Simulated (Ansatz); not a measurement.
# Quasi-harmonic thermodynamics of GaC (hypothetical, P4/mmm)

Aim: the lattice, expansion, heat capacity and bulk modulus of GaC (hypothetical) as it warms. The crystal structure is hypothetical: it was made by swapping elements on a known structure type.

Method: DFT PBEsol, scalar-relativistic, plane waves, PAW, in Ansatz 0.2.0.

## (1) Set-up

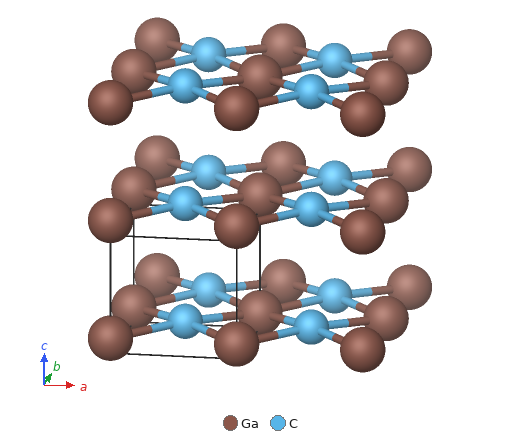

The cell as given, slightly off an axis (gallium brown, carbon blue). 2×2×3 cells are drawn. Some periodic images of atoms are drawn too.

Structure file:

```cif
data_structure
_symmetry_space_group_name_H-M 'P 1'
_symmetry_Int_Tables_number 1
_cell_length_a 3.0394
_cell_length_b 3.0394
_cell_length_c 2.8795
_cell_angle_alpha 90.000
_cell_angle_beta 90.000
_cell_angle_gamma 90.000
_cell_volume 26.60
loop_
_atom_site_label
_atom_site_type_symbol
_atom_site_fract_x
_atom_site_fract_y
_atom_site_fract_z
_atom_site_occupancy
Ga1 Ga 0.00000 0.00000 0.12742 1
C2 C 0.50000 0.50000 0.16259 1
```

## (2) Probe on a coarse mesh

A cheap single point shows whether the cell is a metal or an insulator and how far it is from rest; that sets the k-mesh and the occupations of what follows.

input.yaml

```yaml
crystal:
  lattice:
    - [3.03936, 0.0, 0.0]
    - [0.0, 3.03936, 0.0]
    - [0.0, 0.0, 2.87948]
  atoms:
    - { symbol: Ga, position: [0.0, 0.0, 0.127415] }
    - { symbol: C, position: [0.5, 0.5, 0.162585] }
kpoints:
  mp_grid: { grid: [6, 6, 6] }
hamiltonian:
  xc: pbesol
scf:
  occupations: { method: gaussian, width: 0.1 }
output:
  forces: true
  stress: true
  eigenvalues: true
```

Started as:

```bash
$ ansatz run input.yaml --threads 4 --pin off --max-ram 8192MiB --backend cpu --events-out ev --progress --plain --runs-dir out
```

Numbers of over 12 decimals in the logs are rounded to 6 here.

What it wrote:

```text
Engine: ansatz 0.2.0, x86_64-unknown-linux-gnu
Pseudopotentials: kind: paw
Pseudopotential: Ga, paw, valence charge 13, recommended cutoff 420 eV (normal), Ga.paw.azcp
Pseudopotential: C, paw, valence charge 4, recommended cutoff 420 eV (normal), C.paw.azcp
Functional definition: PBEsol
  exchange = pbesol_x
  correlation = pbesol_c
Crystal: 2 atoms, lattice volume = 26.600 Å³
Basis set: ecut = 420 eV, 489 PW (Γ), exchange–correlation on 48×48×40 points (8 copies of the dense FFT grid, shifted against one another)
Bands: 13, of which v1, the nominal top of the filled ones, is band 9 counted from 1 (8 counted from 0)
Symmetry: 8 space group operations
Space group: P4mm (ITA 99), of the structure as read, at distance tolerance 3.0e-5 Å
k-points: 40 of 216 (time reversal used)
Non-local potential: Ga, projectors of the file, l = 0: 2, l = 1: 2, l = 2: 3, l = 3: 1
Non-local potential: C, projectors of the file, l = 0: 2, l = 1: 2, l = 2: 1
PAW form: soft (Blöchl's): semilocal exchange-correlation on the pseudo side does not see the compensation charge
PAW frozen core: Ga, regenerated for the run's functional, and the local potential with it (the file was generated under x = pbe(κ = 0.804, μ = 0.219515), c = pbe(β = 0.066725))
PAW frozen core: C, regenerated for the run's functional, and the local potential with it (the file was generated under x = pbe(κ = 0.804, μ = 0.219515), c = pbe(β = 0.066725))
PAW one-centre angular grid: Ga, 590 points (default); XC on 64 Gauss nodes
PAW one-centre angular grid: C, 110 points (default); XC on 64 Gauss nodes
Initial density: superposition of atomic densities (neutral atoms: chi_scale 0, normalization atom), corrected by the library's trained network
Initial wavefunctions: pseudopotential atomic-orbital guess
Functional: x = pbesol(κ = 0.804, μ = 0.123457), c = pbesol(β = 0.046)
SCF iter   1: F=—  HF=-3986.633544 eV  |F-HF|=—  |Δ(HF+E_count)|=         —  Δρ=1.06e-2  dr2=3.74e-2  ethr=1.77e-3  ⟨swp⟩=4.8  Hψ=2695  notcnv=0
preconditioner: auto → none  [metal: Δε(μ)=0.100 eV  Ē_g=17.256 eV  σ=0.100 eV  W_gap=0.43  n_scr=6 (ndim 8)  ℏωp=29.7 eV  f_vac=0.000  D(μ)=0.75/eV (n_scr^D=6)  sad-step TF]
SCF iter   2: F=—  HF=-3986.628222 eV  |F-HF|=—  |Δ(HF+E_count)|=   5.32e-3  Δρ=7.21e-3  dr2=1.88e-2  ethr=2.20e-4  ⟨swp⟩=1.1  Hψ=844  notcnv=0
SCF iter   3: F=—  HF=-3986.623915 eV  |F-HF|=—  |Δ(HF+E_count)|=   4.31e-3  Δρ=1.65e-3  dr2=4.89e-4  ethr=1.11e-4  ⟨swp⟩=2.0  Hψ=712  notcnv=0
SCF iter   4: F=—  HF=-3986.623538 eV  |F-HF|=—  |Δ(HF+E_count)|=   3.76e-4  Δρ=4.62e-4  dr2=2.82e-5  ethr=2.88e-6  ⟨swp⟩=2.0  Hψ=849  notcnv=0
SCF iter   5: F=—  HF=-3986.623526 eV  |F-HF|=—  |Δ(HF+E_count)|=   1.24e-5  Δρ=1.18e-4  dr2=1.74e-6  ethr=1.66e-7  ⟨swp⟩=2.0  Hψ=842  notcnv=0
SCF iter   6: F=—  HF=-3986.623525 eV  |F-HF|=—  |Δ(HF+E_count)|=   2.18e-7  Δρ=4.12e-5  dr2=2.17e-7  ethr=1.02e-8  ⟨swp⟩=2.5  Hψ=834  notcnv=0
SCF iter   7: F=-3986.623525 eV  HF=-3986.623525 eV  |F-HF|=4.68e-9  |Δ(HF+E_count)|=   8.82e-8  Δρ=6.10e-6  dr2=5.07e-9  ethr=5.88e-10  ⟨swp⟩=5.2  Hψ=1959  notcnv=0
SCF 1 converged in 7 iterations: F = -3986.623525 eV  dr2 = 5.07e-9
  greatest PAW one-centre occupation: 0.995 electrons in one spin orbital (limit 2), on the Ga atom at site 0 (counted from 0), in its partial waves of l = 2
SCF converged after 7 iterations
Free energy (F): -3986.623525 eV
Harris-Foulkes:  -3986.623525 eV  (|F-HF|=4.68e-9)
Internal energy: -3986.618964 eV  (E = F + TS)
E sigma→0 (E₀):  -3986.621245 eV
Entropy (-TS):   -0.004561 eV (-2.280 meV/atom)
Fermi energy:    8.591052 eV
--- Per-component energies (eV) ---
  E_band       = -35.083353
  E_kinetic    = 195.842566
  E_local      = -1958.339151  (includes V_loc(G=0)·N_el)
  E_nonlocal   = 454.219236
  E_hartree    = 902.624388
  E_xc         = -113.629544
  E_vxc        = -114.069568  (∫ρ·V_xc dr)
  E_paw        = -2044.498309  (= ΣΔE_a)
  E_vpaw       = -417.988554  (= ΣTr[D̂ρ^β])
  E_aug_tail   = -0.000063  (compensation charges beyond the density's cutoff)
  E_ewald      = -1423.722167
  E_core_change = 0.884078  (= ΣΔE_core)
  E_smearing   = -0.004561  (= −TS)
  E_closure    = 0.000000  (closes the sum)
  Σ components = -3986.623525   (vs F -3986.623525, Δ=0.00e0)
--- Forces (eV/Å), atoms counted from 1 ---
  atom   1  Ga    -0.00000000     0.00000000     0.21003395
  atom   2  C      0.00000000     0.00000000    -0.20999134
  max |Σ_I F_I| component: 4.26e-5 eV/Å
--- Stress (GPa, compression-positive) ---
      -10.586479       0.000000      -0.000000
        0.000000     -10.586479       0.000000
       -0.000000       0.000000      -7.656522
  P = ⅓ Tr σ = -9.6098 GPa (-96.098 kbar)
--- Band table (eV; the first three rows and the last of 40) ---
  k-point 0: bands = [... 5 lower, -4.6423, 7.5600, 7.5600, 9.3372, 9.7334, 16.8662, 18.3504, 21.2723]
  k-point 1: bands = [... 5 lower, -4.2530, 7.4031, 7.7537, 7.7537, 10.2500, 17.2789, 17.7354, 21.7117]
  k-point 2: bands = [... 5 lower, -3.2463, 4.5135, 8.1726, 8.1726, 11.3125, 15.4168, 18.4444, 21.8507]
  k-point 39: bands = [... 5 lower, 1.8271, 4.6290, 4.6290, 7.4595, 8.8210, 10.1844, 14.7752, 14.7752]
```

It took 0.49 s on 4 threads of Intel Xeon Platinum 8488C (Sapphire Rapids), shared host; peak memory 0.35 GiB.

In the SCF lines HF is the Harris–Foulkes energy and dr2 the Hartree energy of the density residual, in eV; the loop may stop once dr2 is under the threshold and the program's other checks hold. Hψ counts applications of the Hamiltonian.

This step gave:

* pressure: -9.610 GPa
* volume per atom: 13.30 Å³
* gap on the k-mesh: 0 eV

Force by atom:

| atom | x (eV/Å) | y (eV/Å) | z (eV/Å) | size |
| --- | --- | --- | --- | --- |
| Ga1 | 0.000 | 0.000 | 0.210 | 0.210 |
| C2 | 0.000 | 0.000 | -0.210 | 0.210 |

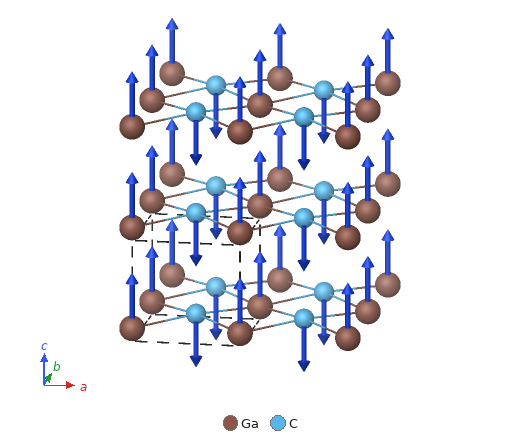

Force as arrows, the longest 0.210 eV/Å. 2×2×3 cells are drawn. Some periodic images of atoms are drawn too.

The start is under -9.6 GPa at this level and looks like a metal on this mesh.

## (3) A loose first relaxation

The start is far from rest, so a relaxation with loose thresholds first brings it near the minimum.

Edit input.yaml of step 2 so:

```diff
@@ -9,3 +9,3 @@
 kpoints:
-  mp_grid: { grid: [6, 6, 6] }
+  mp_grid: { grid: [6, 6, 8] }
 hamiltonian:
@@ -18 +18,6 @@
   eigenvalues: true
+relax:
+  adjacent_minimum: "off"
+  f_tol: 0.05
+  max_steps: 80
+  cell: { stress_tol: 0.5 }
```

What it wrote:

```text
[...]
Crystal: 2 atoms, lattice volume = 26.600 Å³
Basis set: ecut = 420 eV, 489 PW (Γ), exchange–correlation on 48×48×40 points (8 copies of the dense FFT grid, shifted against one another)
Bands: 13, of which v1, the nominal top of the filled ones, is band 9 counted from 1 (8 counted from 0)
Symmetry: 8 space group operations
[...]
k-points: 50 of 288 (time reversal used)
[...]
SCF iter   1: F=—  HF=-3986.619664 eV  |F-HF|=—  |Δ(HF+E_count)|=         —  Δρ=9.20e-3  dr2=2.64e-2  ethr=1.77e-3  ⟨swp⟩=4.9  Hψ=3345  notcnv=0
[...]
SCF iter   7: F=-3986.612977 eV  HF=-3986.612977 eV  |F-HF|=4.31e-8  |Δ(HF+E_count)|=   1.54e-7  Δρ=1.26e-5  dr2=2.94e-8  ethr=5.88e-10  ⟨swp⟩=5.6  Hψ=3014  notcnv=0
SCF 1 converged in 7 iterations: F = -3986.612977 eV  dr2 = 2.94e-8
[...]
relax step   1: F+E_penalty+E_count = -3986.61297702 eV  Δ(F+E_penalty+E_count) = +0.000e0 eV  max|allowed force component| = 1.945e-1 eV/Å  Δτ_max = 0.0000 Å  P = -9.530 GPa  Ω = 26.600 Å³  (7 SCF iters, dr2 threshold 1.00e-7 eV, accepted)
Crystal: 2 atoms, lattice volume = 24.567 Å³
[...]
iter 1 solved again at ethr=5.92e-5 eV; its pass at ethr=3.10e-3 eV (dr2=1.01e-2 eV) is discarded
[...]
SCF iter   6: F=-3986.695378 eV  HF=-3986.695378 eV  |F-HF|=1.13e-8  |Δ(HF+E_count)|=   9.47e-8  Δρ=7.93e-6  dr2=1.23e-8  ethr=1.00e-9  ⟨swp⟩=3.4  Hψ=2747  notcnv=0
SCF 2 converged in 6 iterations: F = -3986.695378 eV  dr2 = 1.23e-8
relax step   2: F+E_penalty+E_count = -3986.69537752 eV  Δ(F+E_penalty+E_count) = -8.240e-2 eV  max|allowed force component| = 1.199e-1 eV/Å  Δτ_max = 0.0124 Å  P = -3.415 GPa  Ω = 24.567 Å³  energy of the carried Pulay correction = +3.112e-3 eV  (6 SCF iters, dr2 threshold 2.00e-7 eV, accepted)
Crystal: 2 atoms, lattice volume = 23.675 Å³
Basis set: ecut = 420 eV, 461 PW (Γ), exchange–correlation on 48×48×40 points (8 copies of the dense FFT grid, shifted against one another)
[...]
SCF iter   6: F=-3986.705720 eV  HF=-3986.705720 eV  |F-HF|=1.45e-9  |Δ(HF+E_count)|=   3.90e-8  Δρ=4.76e-6  dr2=3.24e-9  ethr=5.37e-10  ⟨swp⟩=3.3  Hψ=2970  notcnv=0
SCF 3 converged in 6 iterations: F = -3986.705720 eV  dr2 = 3.24e-9
relax step   3: F+E_penalty+E_count = -3986.70572001 eV  Δ(F+E_penalty+E_count) = -1.034e-2 eV  max|allowed force component| = 5.978e-2 eV/Å  Δτ_max = 0.0169 Å  P = +0.665 GPa  Ω = 23.675 Å³  energy of the carried Pulay correction = +4.555e-3 eV  (6 SCF iters, dr2 threshold 2.00e-7 eV, accepted)
[...]
relax step   4: F+E_penalty+E_count = -3986.70744084 eV  Δ(F+E_penalty+E_count) = -1.721e-3 eV  max|allowed force component| = 2.448e-3 eV/Å  Δτ_max = 0.0205 Å  P = +0.036 GPa  Ω = 23.895 Å³  energy of the carried Pulay correction = +4.195e-3 eV  (6 SCF iters, dr2 threshold 2.00e-7 eV, accepted)
Basis set: ecut = 420 eV, 461 PW (Γ), exchange–correlation on 40×40×40 points (8 copies of the dense FFT grid, shifted against one another)
[...]
SCF iter   6: F=-3986.704684 eV  HF=-3986.704684 eV  |F-HF|=0.00e0  |Δ(HF+E_count)|=  1.23e-11  Δρ=6.22e-8  dr2=4.14e-13  ethr=1.00e-12  ⟨swp⟩=2.0  Hψ=1918  notcnv=0
SCF 5 converged in 6 iterations: F = -3986.704684 eV  dr2 = 4.14e-13
relax step   5: F+E_penalty+E_count = -3986.70468379 eV  Δ(F+E_penalty+E_count) = +2.757e-3 eV  max|allowed force component| = 2.471e-3 eV/Å  Δτ_max = 0.0000 Å  P = -0.105 GPa  Ω = 23.895 Å³  stress off target by 1.44e-1 GPa  SCF on the basis re-selected at this cell (its energy is not comparable with the rows above)  (6 SCF iters)
basis re-selected at this cell: Δ(F+E_penalty+E_count) = +2.757e-3 eV, ΔP = -0.141 GPa vs the last step (what re-selecting the basis moved, of the pressure what is left beyond the Pulay correction that the steps carried, after the strain that the cell walked since its last selection, with what the two solves' SCF thresholds leave and, on support functions, any second-order correction that the steps lacked; it is no measure of the basis error at this ecutwfc). The dense FFT grid was sized anew with the basis: this SCF ran on 20×20×20 points, the steps before it on 24×24×20, so part of this shift can come from that change (see relax.cell in the input reference). [rest of the remark cut]
SCF converged after 6 iterations
Free energy (F): -3986.704684 eV
[...]
Internal energy: -3986.698404 eV  (E = F + TS)
E sigma→0 (E₀):  -3986.701544 eV
Entropy (-TS):   -0.006279 eV (-3.140 meV/atom)
Fermi energy:    10.144213 eV
[...]
--- Forces (eV/Å), atoms counted from 1 ---
  atom   1  Ga     0.00000000    -0.00000000     0.00247107
  atom   2  C     -0.00000000     0.00000000    -0.00247111
  max |Σ_I F_I| component: 4.34e-8 eV/Å
--- Stress (GPa, compression-positive) ---
       -0.085736      -0.000000      -0.000000
       -0.000000      -0.085736       0.000000
       -0.000000       0.000000      -0.143901
  P = ⅓ Tr σ = -0.1051 GPa (-1.051 kbar)
--- Band table (eV; the first three rows and the last of 50) ---
  k-point 0: bands = [... 5 lower, -3.8566, 8.7973, 8.7973, 11.2206, 11.7585, 18.2889, 21.3687, 23.6265]
  k-point 1: bands = [... 5 lower, -3.5865, 8.9463, 8.9463, 9.9918, 11.8879, 18.5558, 21.0861, 23.7300]
  k-point 2: bands = [... 5 lower, -2.8094, 7.4281, 9.3274, 9.3274, 12.5030, 19.3456, 19.3483, 23.8956]
  k-point 49: bands = [... 5 lower, 3.6309, 5.9410, 5.9410, 8.4843, 11.1024, 11.3725, 16.2804, 16.2804]
--- Relaxed structure (4 steps of the walk, 4 accepted, 1 SCFs on fresh bases) ---
  F+E_penalty+E_count = -3986.70468379 eV   max|allowed force component| = 2.471e-3 eV/Å   (the final SCF, on the basis selected at the relaxed cell)
  cell:  # Å, volume = 23.8950 Å³
    - [2.971185, 0, 0]
    - [0, 2.971185, 0.0]
    - [0, 0.0, 2.706751]
  atoms:
    - { symbol: Ga, position: [0, 0.0, 0.144701] }
    - { symbol: C, position: [0.500000, 0.500000, 0.145299] }
```

Wall time 2.4 s (4 threads); peak memory 0.38 GiB; 8.2 s of CPU time.

Relaxation path:

| step | energy less that of the first step (eV) | largest force component (eV/Å) | pressure (GPa) | volume (Å³) |
| --- | --- | --- | --- | --- |
| 1 | 0.0000 | 0.1945 | -9.53 | 26.60 |
| 2 | -0.0824 | 0.1199 | -3.41 | 24.57 |
| 3 | -0.0927 | 0.0598 | 0.66 | 23.68 |
| 4 | -0.0945 | 0.0024 | 0.04 | 23.90 |
| 5* | -0.0917 | 0.0025 | -0.11 | 23.90 |

Relaxation steps marked * repeat the geometry before them on a plane-wave basis chosen anew for their cell, so energy and pressure can jump there.

The run keeps the 8 symmetry operations that it works with, so distortions that break them were not tested.

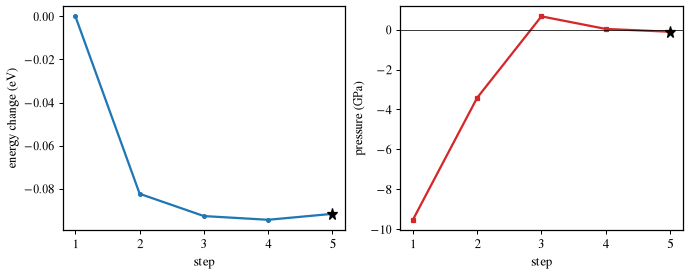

Energy and pressure along the relaxation. Stars mark steps on a basis chosen anew.

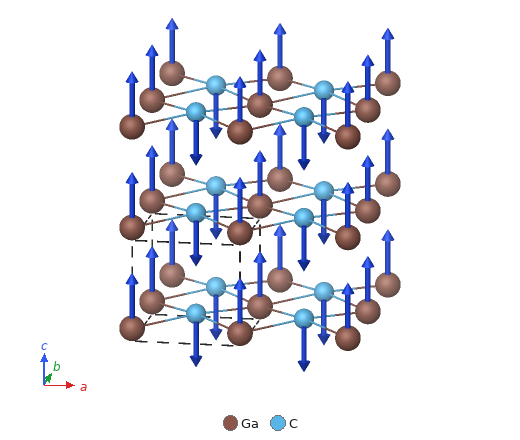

Displacements in the relaxation, exaggerated, measured against the changing cell; the longest in the cell stands for 0.05 Å. 2×2×3 cells are drawn. Some periodic images of atoms are drawn too.

| conventional cell, symmetrised | before | after | change |
| --- | --- | --- | --- |
| a (Å) | 3.039 | 2.971 | -2.2 % |
| b (Å) | 3.039 | 2.971 | -2.2 % |
| c (Å) | 2.879 | 2.707 | -6.0 % |
| volume (Å³/atom) | 13.30 | 11.95 | -10.2 % |

The atoms that moved most (Å, as changes of fractional coordinates times the final cell):

| atom | dx | dy | dz | length |
| --- | --- | --- | --- | --- |
| Ga1 | 0.000 | 0.000 | 0.047 | 0.047 |
| C2 | 0.000 | 0.000 | -0.047 | 0.047 |

The relaxed structure:

```xyz
2
Lattice="2.9712 0.0000 0.0000 0.0000 2.9712 0.0000 0.0000 0.0000 2.7068" Properties=species:S:1:pos:R:3 pbc="T T T"
Ga    0.0000    0.0000    0.3917
C     1.4856    1.4856    0.3933
```

This step gave:

| Item | Value |
| --- | --- |
| pressure | -0.1051 GPa |
| volume per atom | 11.95 Å³ |

The relaxation ends with a largest force component of 0.0025 eV/Å and a pressure of -0.11 GPa.

[end of part 1 of 3]

[Logs are printed without paths, hosts, clocks, repeated set-up lines and the standing remarks that a program may print on its own settings, such as how far it seeks lower states.]

[Hosts, paths, dates, database ids (printed as entryN), source tags and the programs' standing remarks are cut or masked in the printed files.]

[A step with changed settings may run another functional than the one named; its input shows which.]
